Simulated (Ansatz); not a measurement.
System: TaSi7.

```
Ta Si
1.0
     9.53651    0.00000    0.00000
     0.00000    9.53651    0.00000
     0.00000    0.00000    9.53651
Ta Si
4 28
Direct
  0.00000 0.00000 0.00000
  0.50000 0.50000 0.00000
  0.50000 0.00000 0.50000
  0.00000 0.50000 0.50000
  0.25838 0.00000 0.00000
  0.75838 0.50000 0.00000
  0.75838 0.00000 0.50000
  0.25838 0.50000 0.50000
  0.74162 0.00000 0.00000
  0.24162 0.50000 0.00000
  0.24162 0.00000 0.50000
  0.74162 0.50000 0.50000
  0.00000 0.25838 0.00000
  0.50000 0.75838 0.00000
  0.50000 0.25838 0.50000
  0.00000 0.75838 0.50000
  0.50000 0.24162 0.00000
  0.00000 0.74162 0.00000
  0.00000 0.24162 0.50000
  0.50000 0.74162 0.50000
  0.00000 0.00000 0.25838
  0.50000 0.50000 0.25838
  0.50000 0.00000 0.75838
  0.00000 0.50000 0.75838
  0.50000 0.00000 0.24162
  0.00000 0.50000 0.24162
  0.00000 0.00000 0.74162
  0.50000 0.50000 0.74162
  0.50000 0.00000 0.00000
  0.00000 0.50000 0.00000
  0.00000 0.00000 0.50000
  0.50000 0.50000 0.50000
```

Space group Fm-3m; a structure generated by program, which may or may not match a known phase; computed without spin polarisation.

Theory: DFT PBE, scalar-relativistic, plane waves, PAW (Ansatz).

### Predict the valence pseudo-density and electron localisation function between the atoms.

Si–Si (2.30 Å): ρ at the midpoint is about 0.54 e/Å³; the ELF peaks at about 0.90 between the atoms.
Ta–Si (2.46 Å): the density is about 0.5 e/Å³ at the midpoint; the ELF peaks at about 0.85 in the valence shell of Si, 0.8 Å from its nucleus, and is about 0.45 at the midpoint.

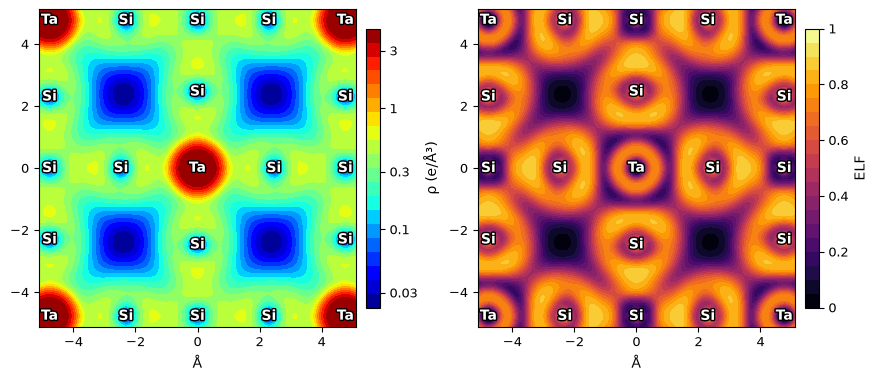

Computed valence pseudo-density and electron localisation function on the (001) plane of the conventional cell, in this order. 

Core electrons are frozen (PAW), and the valence fields are smoothed inside the atomic spheres.
